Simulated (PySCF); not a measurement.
Input file:

```
{"job": {"kind": "nmr", "xc": "PBE0", "basis": "pcSseg-1"}, "charge": 0, "multiplicity": 1}
C      2.544238     1.345145     0.115237
C      1.696638     0.106908     0.372828
C      1.127646    -0.460973    -0.933683
N      0.254718    -1.602872    -0.739758
C      0.913513    -2.889257    -0.683102
N     -0.919642    -1.605086    -0.118644
C     -1.702404    -0.658444     0.196747
C     -1.648847     0.817917     0.101327
C     -2.127504     1.615395     1.291225
C     -2.952930     1.570418     0.048425
H      1.948452     2.126575    -0.352576
H      2.946339     1.734261     1.047514
H      3.375397     1.108244    -0.546037
H      2.304025    -0.658683     0.860306
H      0.873630     0.354304     1.046213
H      1.948304    -0.794148    -1.574850
H      0.583554     0.313665    -1.480301
H      1.658717    -2.941125     0.118716
H      1.406977    -3.089701    -1.635829
H      0.155138    -3.646987    -0.505300
H     -2.615325    -1.023957     0.658828
H     -0.836003     1.254433    -0.459559
H     -1.605690     2.528798     1.535412
H     -2.476457     1.068281     2.154378
H     -3.006747     2.453857    -0.570198
H     -3.866784     0.995645     0.065954
```

Command:

```sh
OMP_NUM_THREADS=1 python probes_run.py task.json out
```

Geometry: GFN2-xTB.

Theory: PBE0/pcSseg-1, SCF density, gas phase, non-relativistic (PySCF 2.14.0).

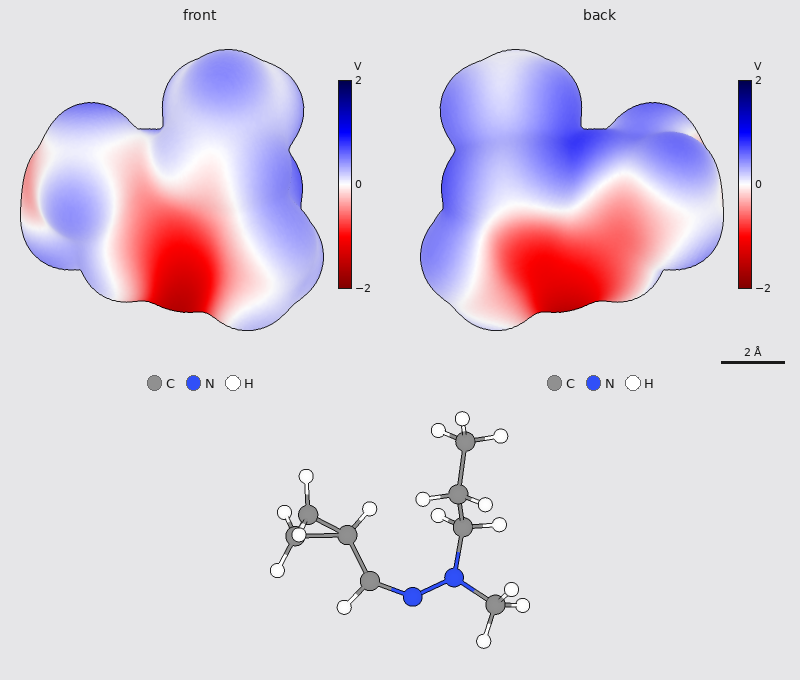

C8H16N2 (SMILES CCCN(C)/N=C\C1CC1). The electrostatic potential painted on the density surface at 0.001 e/bohr³, seen from the front and from behind; red is negative and blue positive. The bare structure is drawn below in the same view.

Question: Which sites attract a positive test charge, and which a negative one?

Answer: A positive charge is drawn to the negative regions and a negative charge to the positive ones. The most negative region (about −1.5 V) lies over N6, the most positive (about +0.7 V) over H11, H17 and H22. N6 is the likeliest acceptor of a hydrogen bond.

Question: How polar is the molecule by this calculation?

Answer: Its dipole moment is 2.02 D.
